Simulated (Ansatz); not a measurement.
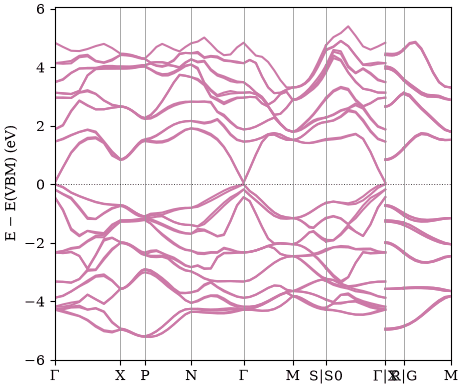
Figure: Band structure from r²SCAN with spin–orbit coupling in the plane-wave PAW code Ansatz

Question: Read off the gap and where the band edges lie.

Answer: About 0.1 eV (0.05 eV by a search for the band edges); maximum at Γ, minimum at Γ.

The material is CdGeAs₂ (chalcopyrite, space group No. 122).

Space group I-42d (chalcopyrite). The r²SCAN relaxation kept the symmetry of its start.

Potentials: the later of the program's two PAW sets.
